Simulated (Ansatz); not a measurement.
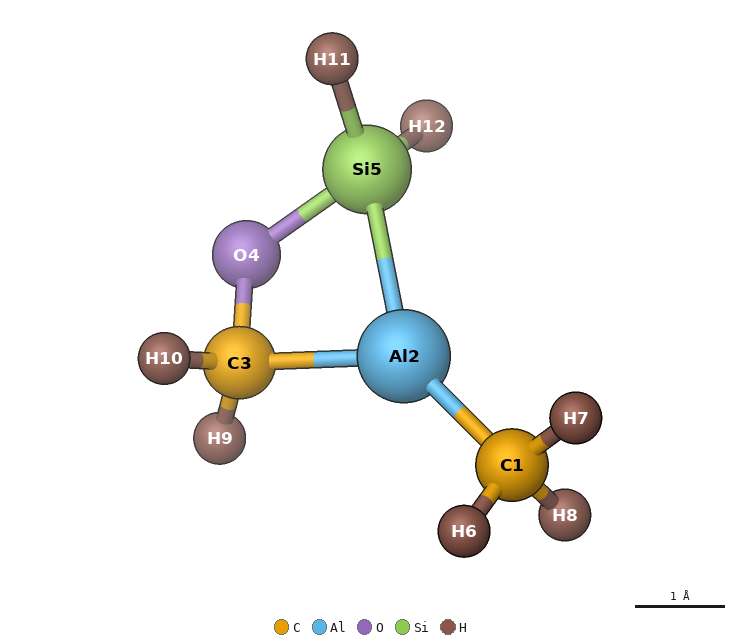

Orthographic view. Distant atoms are faded towards the background colour. Computed geometry: PBE-D4/def2-SVP optimisation. No frequency run is at hand to confirm it as a minimum.

Give the geometry as a Z-matrix, atoms in numerical order, with these reference atoms: 2 to 1; 3 to 2, 1; 4 to 3, 2, 1; 5 to 4, 3, 2; 6 to 1, 2, 3; 7 to 1, 6, 2; 8 to 1, 7, 6; 9 to 3, 4, 5; 10 to 3, 9, 4; 11 to 5, 4, 3; 12 to 5, 11, 4.

```
C  
Al   1   1.967
C    2   2.025   1   137.2
O    3   1.451   2    97.5   1  -164.6
Si   4   1.720   3   112.8   2   -12.1
H    1   1.110   2   112.2   3   -32.3
H    1   1.110   6   108.4   2   124.6
H    1   1.113   7   106.9   6  -115.1
H    3   1.116   4   109.3   5  -134.1
H    3   1.116   9   105.9   4   119.2
H    5   1.516   4   112.0   3  -108.3
H    5   1.512  11   105.3   4   119.1
```
